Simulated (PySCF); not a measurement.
CH₅N, SMILES `CN`.

Level of theory: ωB97X/cc-pVDZ (PySCF), at a geometry from GFN2-xTB. No frequency check shows the geometry to be a minimum.

Geometry (Å), atoms numbered from 1:

```
C1       0.7030    0.0000   -0.0159
N2      -0.7431   -0.0001    0.1206
H3       1.0986   -0.8841    0.4833
H4       1.0989    0.8832    0.4840
H5       1.0620    0.0005   -1.0554
H6      -1.1379   -0.8184   -0.3310
H7      -1.1376    0.8190   -0.3303
```

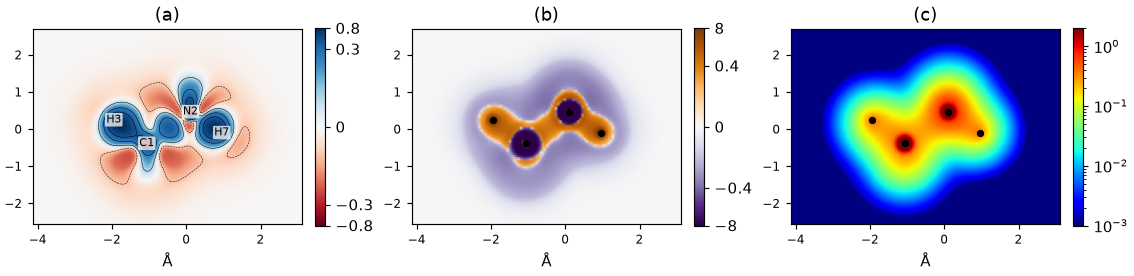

Three fields in the plane of C1, N2, H3 and H7. (a): blue positive, red negative. (b): orange positive, purple negative.

Question: The panels show, in some order, the deformation density, negative Laplacian of the density (−∇²ρ) and electron density. Which is which?

Answer: (a) is the deformation density: it has both signs, with gains where valence electrons gather and losses around them. (b) is the negative Laplacian of the density (−∇²ρ): shells alternate in sign around each nucleus and valence concentrations outline the bonding and non-bonding pairs. (c) is the electron density: it is positive everywhere and peaks at the nuclei.
